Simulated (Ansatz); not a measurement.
**BGeNH (quartet): the correlation ladder at a displaced geometry (v1), cc-pVDZ**

Aim: climb from Hartree-Fock through coupled cluster for BGeNH (quartet) at one geometry and basis, and see what each rung misses.

The runs use Ansatz 0.2.0, Gaussian basis; cc-pVDZ, core rule «outside noble gas», up to 16 orbitals frozen.

To be run: UHF; CCSD(T) on ROHF; CCSD(T) on UHF; BCCD(T) on ROHF; CISD as a restricted active space (open shells left free, so some higher excitations enter); CCSDT(Q) on ROHF; CCSDT(Q) on UHF.

21 further runs of the same task are left out: 8 that didn't finish, 13 set aside as unsound or not needed. Runs told in other sessions of the task aren't counted.

**1. The system**

The geometry is a PBE0/def2-TZVP stationary point (not a proven minimum) with its atoms shifted at random (size 0.040 Å). No spin-orbit coupling is included. The filled d shell of Ge may be among the frozen orbitals whatever the setting's name suggests.

4 atoms, charge 0, spin multiplicity 4.

Atoms are counted from 1 here; the program's logs count them from 0.

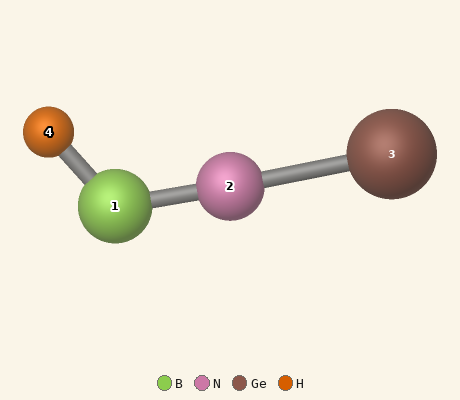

The structure; boron green, nitrogen pink, germanium brown, hydrogen orange; atoms are numbered from 1 in the order of the file.

In the tables R marks a restricted open-shell determinant and U an unrestricted one; energies count from the table's Hartree-Fock row.

**2. UHF**

Contents of in.yaml:

```yaml
crystal:
  periodic: [false, false, false]
  atoms:
    - {symbol: B, position_ang: [0.002318, -0.305662, 1.003226]}
    - {symbol: N, position_ang: [0.001527, -0.246483, -0.369479]}
    - {symbol: Ge, position_ang: [0.049466, -0.104905, -2.301900]}
    - {symbol: H, position_ang: [-0.053311, 0.657050, 1.668154]}
basis:
  gaussian: {orbitals: cc-pVDZ}
magnetization: {spin_polarized: true, initial_magnetization: 3}
hamiltonian: {xc: hf}
output: {orbitals: {seedname: orbitals}}
```

Launch:

```bash
> ansatz run in.yaml --threads 1 --pin off --events-out ev --progress --plain --max-ram 2393MiB
```

The log of the run:

```text
Functional definition: HF
  name "HF"
  cite "Fock, Z. Phys. 61, 126 (1930) doi:10.1007/BF01340294"
  parent pbe
  exchange = exact_x
  correlation = 0
640 factors; integrals over basis functions are off by at most 8.8e-4 eV
mean field evaluation 1: about -58634.2357 eV, gradient 1.8e1 eV
mean field evaluation 2: about -58634.2989 eV, gradient 1.8e1 eV
mean field evaluation 4: about -58637.5446 eV, gradient 4.0e0 eV
mean field evaluation 8: about -58638.6208 eV, gradient 8.5e-1 eV
mean field evaluation 16: about -58638.6704 eV, gradient 7.2e-2 eV
mean field evaluation 32: about -58638.6711 eV, gradient 3.3e-3 eV
mean field evaluation 64: about -58638.6551 eV, gradient 1.7e-1 eV
mean field evaluation 96: about -58638.6805 eV, gradient 4.7e-2 eV
mean field evaluation 128: about -58638.6575 eV, gradient 1.3e-1 eV
mean field evaluation 160: about -58638.6724 eV, gradient 2.6e-2 eV
mean field evaluation 192: about -58638.6781 eV, gradient 1.7e-1 eV
mean field evaluation 224: about -58635.3397 eV, gradient 1.4e1 eV
mean field evaluation 256: about -58638.3261 eV, gradient 3.1e-1 eV
mean field evaluation 288: about -58636.3028 eV, gradient 3.5e0 eV
mean field evaluation 320: about -58638.6503 eV, gradient 7.9e-2 eV
mean field evaluation 352: about -58638.6721 eV, gradient 2.0e-2 eV
mean field evaluation 384: about -58638.5532 eV, gradient 8.5e-1 eV
mean field evaluation 416: about -58638.2335 eV, gradient 1.5e0 eV
mean field -58638.68676766 eV, -2154.9319919822 hartree, gradient 4.9e-6 eV, S^2 3.776914; 7 other end points of the search recorded, 0 dependent functions left out
reference -58638.68676766 eV, -2154.9319919822 hartree; 24, 21 occupied and 36, 39 virtual orbitals, 640 factors
Total energy: -58638.68676766 eV, -2154.9319919822 hartree
```

Wall time 8 s (1 thread of Arm Neoverse V1, shared host).

From the report: ⟨S²⟩ of the determinant 3.777 (pure quartet: 3.75).

**3. CCSD(T) on ROHF**

in.yaml: that of step 2 with these lines changed.

```diff
@@ -9,4 +9,3 @@
   gaussian: {orbitals: cc-pVDZ}
-magnetization: {spin_polarized: true, initial_magnetization: 3}
-hamiltonian: {xc: hf}
-output: {orbitals: {seedname: orbitals}}
+magnetization: {spin_polarized: false, initial_magnetization: 3}
+correlation: {method: ccsd_t, electrons: outside_noble_gas}
```

The command is unchanged.

The log of the run (excerpt; [...] marks lines left out):

```text
Functional definition: HF
  name "HF"
  cite "Fock, Z. Phys. 61, 126 (1930) doi:10.1007/BF01340294"
  parent pbe
[...]
640 factors; integrals over basis functions are off by at most 8.8e-4 eV
[...]
mean field -58638.46782252 eV, -2154.9239458965 hartree, gradient 2.9e-6 eV, S^2 3.750000; 19 other end points of the search recorded, 0 dependent functions left out
[...]
determinant -58638.46782252 eV, -2154.9239458965 hartree, with singles and doubles -58646.35704892 eV, -2155.2138696193 hartree
determinant -58638.46542289 eV, -2154.9238577117 hartree, with singles and doubles -58646.35651504 eV, -2155.2138499997 hartree
determinant -58638.46069117 eV, -2154.9236838245 hartree, with singles and doubles -58646.39102057 eV, -2155.2151180542 hartree
determinant -58638.41197562 eV, -2154.9218935607 hartree, with singles and doubles -58646.13266587 eV, -2155.2056236943 hartree
[...]
determinant -58638.41197562 eV, -2154.9218935607 hartree, with singles and doubles -58646.13896882 eV, -2155.2058553234 hartree
determinant -58638.09482150 eV, -2154.9102383620 hartree, with singles and doubles -58646.06552152 eV, -2155.2031561848 hartree
determinant -58637.28342572 eV, -2154.8804201170 hartree, with singles and doubles -58646.00483370 eV, -2155.2009259486 hartree
determinant -58636.91535857 eV, -2154.8668938987 hartree, with singles and doubles -58646.03806643 eV, -2155.2021472288 hartree
[...]
16 core orbitals not correlated: weight in the atoms' cores, before any rotation towards them, 0.999 or more for the frozen orbitals, at most 0.001 for the correlated occupied ones
reference -58638.46069117 eV, -2154.9236838245 hartree; 8, 5 occupied and 36, 39 virtual orbitals, 640 factors
second order -6.74465548 eV of doubles, -0.12711957 eV of singles
cycle   1  -7.94079812 eV  change    3.3e-6 eV  update   3.7e-6
perturbative correction -0.30383269 eV, -0.0111656454 hartree
Total energy: -58646.70532199 eV, -2155.2266684184 hartree
```

It took 45 s on 1 thread of Arm Neoverse V1, shared host.

From the report: correlation -8.2446 eV; T1 0.049; largest double amplitude 0.05.

**4. CCSD(T) on UHF**

in.yaml: that of step 3 with these lines changed.

```diff
@@ -9,3 +9,3 @@
   gaussian: {orbitals: cc-pVDZ}
-magnetization: {spin_polarized: false, initial_magnetization: 3}
+magnetization: {spin_polarized: true, initial_magnetization: 3}
 correlation: {method: ccsd_t, electrons: outside_noble_gas}
```

The command is unchanged.

The log of the run (excerpt; [...] marks lines left out):

```text
Functional definition: HF
  name "HF"
  cite "Fock, Z. Phys. 61, 126 (1930) doi:10.1007/BF01340294"
  parent pbe
[...]
640 factors; integrals over basis functions are off by at most 8.8e-4 eV
[...]
mean field -58638.68676766 eV, -2154.9319919822 hartree, gradient 2.4e-6 eV, S^2 3.776914; 19 other end points of the search recorded, 0 dependent functions left out
determinant -58638.68676766 eV, -2154.9319919822 hartree, with singles and doubles -58646.33916445 eV, -2155.2132123772 hartree
determinant -58638.68380638 eV, -2154.9318831571 hartree, with singles and doubles -58646.33663800 eV, -2155.2131195318 hartree
determinant -58638.67112161 eV, -2154.9314170002 hartree, with singles and doubles -58646.39590859 eV, -2155.2152976858 hartree
determinant -58638.65177572 eV, -2154.9307060518 hartree, with singles and doubles -58646.13808019 eV, -2155.2058226670 hartree
[...]
determinant -58638.67112161 eV, -2154.9314170002 hartree, with singles and doubles -58646.40754104 eV, -2155.2157251704 hartree
determinant -58638.65177572 eV, -2154.9307060518 hartree, with singles and doubles -58646.14490789 eV, -2155.2060735802 hartree
determinant -58638.32437035 eV, -2154.9186741267 hartree, with singles and doubles -58646.07618720 eV, -2155.2035481413 hartree
determinant -58637.30771760 eV, -2154.8813128272 hartree, with singles and doubles -58645.95346072 eV, -2155.1990380263 hartree
16 core orbitals not correlated: weight in the atoms' cores, before any rotation towards them, 0.999 or more for the frozen orbitals, at most 0.001 for the correlated occupied ones
reference -58638.67112161 eV, -2154.9314170002 hartree; 8, 5 occupied and 36, 39 virtual orbitals, 640 factors
second order -6.63219863 eV of doubles, -0.00000000 eV of singles
cycle   1  -7.73641937 eV  change    5.8e-8 eV  update   5.3e-6
perturbative correction -0.29860276 eV, -0.0109734490 hartree
Total energy: -58646.70614374 eV, -2155.2266986173 hartree
```

Wall time 49 s (1 thread of Arm Neoverse V1, shared host).

From the report: ⟨S²⟩ of the determinant 3.776 (pure quartet: 3.75); correlation -8.0350 eV; T1 0.048; largest double amplitude 0.05.

**5. BCCD(T) on ROHF**

in.yaml: that of step 4 with these lines changed.

```diff
@@ -9,3 +9,3 @@
   gaussian: {orbitals: cc-pVDZ}
-magnetization: {spin_polarized: true, initial_magnetization: 3}
-correlation: {method: ccsd_t, electrons: outside_noble_gas}
+magnetization: {spin_polarized: false, initial_magnetization: 3}
+correlation: {method: bccd_t, electrons: outside_noble_gas}
```

The command is unchanged.

The log of the run (excerpt; [...] marks lines left out):

```text
Functional definition: HF
  name "HF"
  cite "Fock, Z. Phys. 61, 126 (1930) doi:10.1007/BF01340294"
  parent pbe
[...]
640 factors; integrals over basis functions are off by at most 8.8e-4 eV
[...]
mean field -58638.46782252 eV, -2154.9239458965 hartree, gradient 2.9e-6 eV, S^2 3.750000; 19 other end points of the search recorded, 0 dependent functions left out
[...]
determinant -58638.46782252 eV, -2154.9239458965 hartree, with singles and doubles -58646.35704892 eV, -2155.2138696193 hartree
determinant -58638.46542289 eV, -2154.9238577117 hartree, with singles and doubles -58646.35651504 eV, -2155.2138499997 hartree
determinant -58638.46069117 eV, -2154.9236838245 hartree, with singles and doubles -58646.39102057 eV, -2155.2151180542 hartree
determinant -58638.41197562 eV, -2154.9218935607 hartree, with singles and doubles -58646.13266587 eV, -2155.2056236943 hartree
[...]
determinant -58638.09482150 eV, -2154.9102383620 hartree, with singles and doubles -58646.06552152 eV, -2155.2031561848 hartree
determinant -58637.28342572 eV, -2154.8804201170 hartree, with singles and doubles -58646.00483370 eV, -2155.2009259486 hartree
determinant -58636.91535857 eV, -2154.8668938987 hartree, with singles and doubles -58646.03806643 eV, -2155.2021472288 hartree
[...]
16 core orbitals not correlated: weight in the atoms' cores, before any rotation towards them, 0.999 or more for the frozen orbitals, at most 0.001 for the correlated occupied ones
reference -58638.46069117 eV, -2154.9236838245 hartree; 8, 5 occupied and 36, 39 virtual orbitals, 640 factors
second order -6.74465548 eV of doubles, -0.12711957 eV of singles
cycle   1  -7.91145441 eV  change    2.9e-2 eV  update   2.5e-2
[...]
cycle  24  -7.90925815 eV  change   -4.6e-6 eV  update   9.6e-6
perturbative correction -0.34428051 eV, -0.0126520752 hartree
Total energy: -58646.71422983 eV, -2155.2269957756 hartree
```

It took 50 s on 1 thread of Arm Neoverse V1, shared host.

From the report: correlation -8.2535 eV; largest double amplitude 0.06.

**6. CISD as a restricted active space (open shells left free, so some higher excitations enter)**

in.yaml: that of step 5 with these lines changed.

```diff
@@ -10,2 +10,2 @@
 magnetization: {spin_polarized: false, initial_magnetization: 3}
-correlation: {method: bccd_t, electrons: outside_noble_gas}
+correlation: {active_space: {ras: {orbitals: [5, 3, 36], electrons: 13, max_holes: 2, max_particles: 2}, fixed_orbitals: true}}
```

The command is unchanged.

The log of the run (excerpt; [...] marks lines left out):

```text
Functional definition: HF
  name "HF"
  cite "Fock, Z. Phys. 61, 126 (1930) doi:10.1007/BF01340294"
  parent pbe
[...]
640 factors; integrals over basis functions are off by at most 8.8e-4 eV
[...]
mean field -58638.46782252 eV, -2154.9239458965 hartree, gradient 2.9e-6 eV, S^2 3.750000; 12 other end points of the search recorded, 0 dependent functions left out
reference -58638.46782252 eV, -2154.9239458965 hartree; 24, 21 occupied and 36, 39 virtual orbitals, 640 factors
state -58645.60192122 eV, -2155.1861191880 hartree
Total energy: -58645.60192122 eV, -2155.1861191880 hartree
```

Run time: 30 s. Hardware: 1 thread of Arm Neoverse V1, shared host.

From the report: 428,374 determinants.

**7. CCSDT(Q) on ROHF**

in.yaml: that of step 6 with these lines changed.

```diff
@@ -10,2 +10,2 @@
 magnetization: {spin_polarized: false, initial_magnetization: 3}
-correlation: {active_space: {ras: {orbitals: [5, 3, 36], electrons: 13, max_holes: 2, max_particles: 2}, fixed_orbitals: true}}
+correlation: {method: ccsdt_q, electrons: outside_noble_gas}
```

Same command.

The log of the run (excerpt; [...] marks lines left out):

```text
Functional definition: HF
  name "HF"
  cite "Fock, Z. Phys. 61, 126 (1930) doi:10.1007/BF01340294"
  parent pbe
[...]
1145 factors; integrals over basis functions are off by at most 2.5e-7 eV
[...]
mean field -58638.46794677 eV, -2154.9239504627 hartree, gradient 3.4e-6 eV, S^2 3.750000; 19 other end points of the search recorded, 0 dependent functions left out
[...]
determinant -58638.46794677 eV, -2154.9239504627 hartree, with singles and doubles -58646.35717464 eV, -2155.2138742392 hartree
determinant -58638.46554732 eV, -2154.9238622846 hartree, with singles and doubles -58646.35664182 eV, -2155.2138546586 hartree
determinant -58638.46081845 eV, -2154.9236885016 hartree, with singles and doubles -58646.39113884 eV, -2155.2151224006 hartree
determinant -58638.41209340 eV, -2154.9218978891 hartree, with singles and doubles -58646.13277930 eV, -2155.2056278628 hartree
[...]
determinant -58638.09494424 eV, -2154.9102428727 hartree, with singles and doubles -58646.06563678 eV, -2155.2031604206 hartree
determinant -58637.28356580 eV, -2154.8804252648 hartree, with singles and doubles -58646.00495083 eV, -2155.2009302530 hartree
determinant -58636.91549707 eV, -2154.8668989885 hartree, with singles and doubles -58646.03818272 eV, -2155.2021515025 hartree
16 core orbitals not correlated: weight in the atoms' cores, before any rotation towards them, 0.999 or more for the frozen orbitals, at most 0.001 for the correlated occupied ones
reference -58638.46081845 eV, -2154.9236885016 hartree; 8, 5 occupied and 36, 39 virtual orbitals, 1145 factors
second order -6.74466190 eV of doubles, -0.12711942 eV of singles
cycle   1  -7.46138793 eV  change   -5.9e-1 eV  update   1.1e-1
[...]
cycle  56  -8.33335318 eV  change    4.1e-7 eV  update   2.9e-7
perturbative correction -0.04021096 eV, -0.0014777254 hartree
Total energy: -58646.83438258 eV, -2155.2314113079 hartree
```

Run time: 5.6 min. Hardware: 1 thread of Arm Neoverse V1, shared host; peak memory 0.98 GiB.

From the report: correlation -8.3736 eV; T1 0.071; largest double amplitude 0.16.

**8. CCSDT(Q) on UHF**

in.yaml: that of step 7 with these lines changed.

```diff
@@ -9,3 +9,3 @@
   gaussian: {orbitals: cc-pVDZ}
-magnetization: {spin_polarized: false, initial_magnetization: 3}
+magnetization: {spin_polarized: true, initial_magnetization: 3}
 correlation: {method: ccsdt_q, electrons: outside_noble_gas}
```

Launched as before.

The log of the run (excerpt; [...] marks lines left out):

```text
Functional definition: HF
  name "HF"
  cite "Fock, Z. Phys. 61, 126 (1930) doi:10.1007/BF01340294"
  parent pbe
[...]
1145 factors; integrals over basis functions are off by at most 2.5e-7 eV
[...]
mean field -58638.68689073 eV, -2154.9319965048 hartree, gradient 1.8e-6 eV, S^2 3.776914; 19 other end points of the search recorded, 0 dependent functions left out
determinant -58638.68689073 eV, -2154.9319965048 hartree, with singles and doubles -58646.33929143 eV, -2155.2132170436 hartree
determinant -58638.68392952 eV, -2154.9318876825 hartree, with singles and doubles -58646.33676625 eV, -2155.2131242447 hartree
determinant -58638.67124899 eV, -2154.9314216814 hartree, with singles and doubles -58646.39602708 eV, -2155.2153020403 hartree
determinant -58638.65189371 eV, -2154.9307103879 hartree, with singles and doubles -58646.13819488 eV, -2155.2058268815 hartree
[...]
determinant -58638.65189371 eV, -2154.9307103879 hartree, with singles and doubles -58646.14502242 eV, -2155.2060777891 hartree
determinant -58638.32449316 eV, -2154.9186786398 hartree, with singles and doubles -58646.07630425 eV, -2155.2035524427 hartree
determinant -58637.30785381 eV, -2154.8813178328 hartree, with singles and doubles -58645.95357734 eV, -2155.1990423122 hartree
16 core orbitals not correlated: weight in the atoms' cores, before any rotation towards them, 0.999 or more for the frozen orbitals, at most 0.001 for the correlated occupied ones
reference -58638.67124899 eV, -2154.9314216814 hartree; 8, 5 occupied and 36, 39 virtual orbitals, 1145 factors
second order -6.63220470 eV of doubles, -0.00000000 eV of singles
cycle   1  -7.22800300 eV  change   -6.0e-1 eV  update   1.1e-1
[...]
cycle  47  -8.12611951 eV  change   -4.0e-7 eV  update   1.6e-6
perturbative correction -0.04570021 eV, -0.0016794518 hartree
Total energy: -58646.84306871 eV, -2155.2317305171 hartree
```

It took 4.8 min on 1 thread of Arm Neoverse V1, shared host; peak memory 0.82 GiB.

From the report: ⟨S²⟩ of the determinant 3.776 (pure quartet: 3.75); correlation -8.1718 eV; T1 0.071; largest double amplitude 0.17.

**9. Misses and costs**

No level here is safe as a reference; RCCSDT(Q) serves as a yardstick only. Rows without a time are mean-field rows or come out of runs for another level: lower rungs of the coupled-cluster runs, or the Hartree-Fock search.

Differences are taken before rounding.

```csv
method,energy from the lowest ROHF (meV),from RCCSDT(Q) (meV),time
ROHF,0.0,+8366.6,
UHF,-218.9,+8147.6,8 s
RMP2,-6864.6,+1501.9,
UMP2,-6835.5,+1531.1,
RCCSD,-7933.7,+432.9,
UCCSD,-7939.7,+426.8,
RCCSD(T),-8237.5,+129.1,45 s
UCCSD(T),-8238.3,+128.2,49 s
BCCD(T),-8246.4,+120.2,50 s
RCCSDT,-8326.3,+40.2,
UCCSDT,-8329.5,+37.0,
RCCSDT(Q),-8366.6,0,5.6 min
UCCSDT(Q),-8375.2,-8.7,4.8 min
```

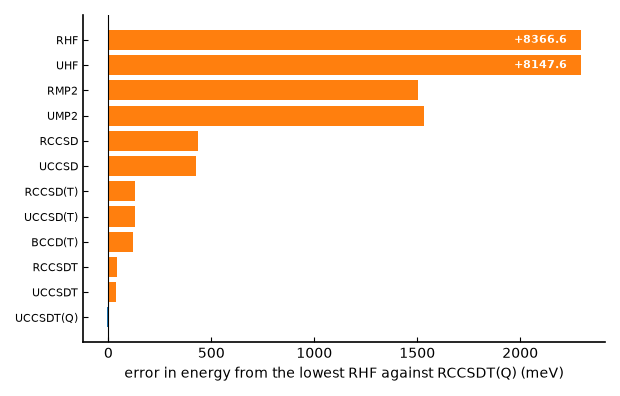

Deviations from RCCSDT(Q), method by method. Bars with a number in them are cut short.

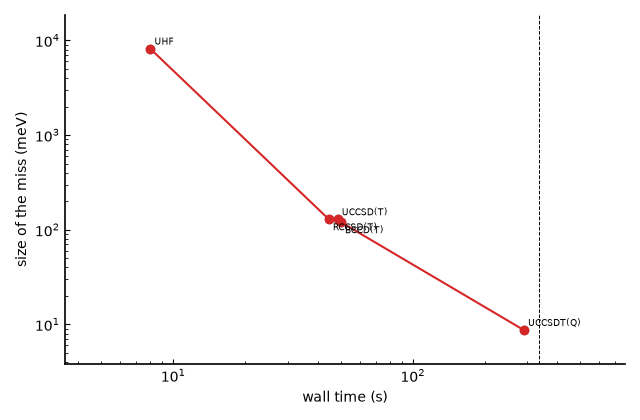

Accuracy for the time spent; red marks the levels that beat every quicker one drawn (of those quicker than the yardstick), and the dashed line is the time of RCCSDT(Q). Times are from a shared host.

Not comparable, so not listed: CISD as a restricted active space (open shells left free, so some higher excitations enter) (they don't share determinant, frozen orbitals or solution with the rows shown, or repeat one).

The ROHF row is the lowest such solution found; the determinant under the restricted MP2 and coupled-cluster rows lies 0.01 eV higher.

**10. What came out**

```
                     quantity        value
RCCSDT(Q) from the ROHF energy   -8.3666 eV
          RMP2 from RCCSDT(Q)  +1501.9 meV
          UMP2 from RCCSDT(Q)  +1531.1 meV
         RCCSD from RCCSDT(Q)   +432.9 meV
      RCCSD(T) from RCCSDT(Q)   +129.1 meV
      UCCSD(T) from RCCSDT(Q)   +128.2 meV
     UCCSDT(Q) from RCCSDT(Q)     -8.7 meV
                T1 diagnostic        0.049
```

In words: RCCSD(T) misses by +129.1 meV, 1.5 % of the correlation energy. Coupled cluster took another determinant than the lowest Hartree-Fock one. Warnings: coupled cluster took another determinant than the lowest; large T1 diagnostic.
